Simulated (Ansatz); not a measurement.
Input file:

```
crystal:
  lattice:
    - [4.0640950235, 0.0, 0.0]
    - [0.0, 4.0640950235, 0.0]
    - [0.0, 0.0, 4.0640950235]
  atoms:
    - { symbol: Na, position: [0.5, 0.5, 0.5] }
    - { symbol: W, position: [0.0, 0.0, 0.0], spin: 3.36 }
    - { symbol: F, position: [0.0, 0.5, 0.5] }
    - { symbol: F, position: [0.5, 0.0, 0.5] }
    - { symbol: F, position: [0.5, 0.5, 0.0] }
basis:
  ecutwfc: 420
kpoints:
  mp_grid: { grid: [10, 10, 10] }
hamiltonian:
  xc: pbe
scf:
  occupations: { method: gaussian, width: 0.1 }
output:
  forces: true
  stress: true
  eigenvalues: true
  populations: true
  write_density: true
  write_potential: true
  elf: true
  volumetric_format: npy
magnetization:
  spin_polarized: true
relax:
  adjacent_minimum: "off"
  f_tol: 0.01
  max_steps: 80
  cell: { stress_tol: 0.05 }
```

Command:

```sh
ansatz run input.yaml --threads 1 --pin off --max-ram 2048MiB --backend cpu --events-out ev --progress --plain --runs-dir out
```

Below, planes, directions and counts refer to the conventional cell (a = 4.06 Å, b = 4.06 Å, c = 4.06 Å, α = 90.00°, β = 90.00°, γ = 90.00°).

The fields are those of the relaxed geometry.

Space group Pm-3m; a structure generated by program, which may or may not match a known phase; spin-polarised.

The calculation used DFT PBE, scalar-relativistic, plane waves, PAW (Ansatz 0.2.0).

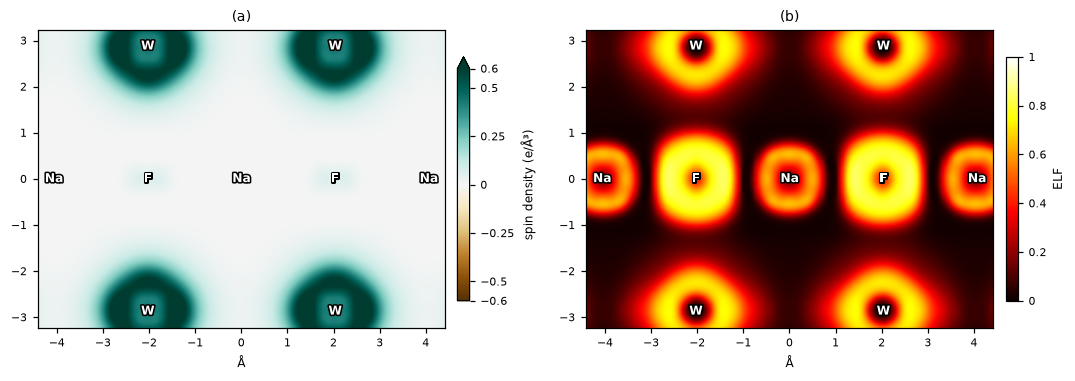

NaWF$_{3}$. (a) spin density; (b) electron localisation function on the (110) plane of the conventional cell.

### What do the fields say about this system?

Atoms in the plane: Na, W and F. Na–F (2.03 Å): the ELF peaks at about 0.85 in the valence shell of F, 0.6 Å from its nucleus, and is about 0.05 at the midpoint; no shared electron pair shows on this line. W–F (2.87 Å): the ELF is about 0.10 at the midpoint: no localised pair shows between them. The features right at Na and W lie inside the PAW spheres, where the map follows smoothed inner orbitals and isn't to be read closely. The spin density sits on W: +3.1 μB in one cell of 5 atoms: parallel main moments, as they must be, since the calculation's own cell holds one magnetic site. The cell of the calculation (5 atoms) carries 4.0 μB of net spin moment.
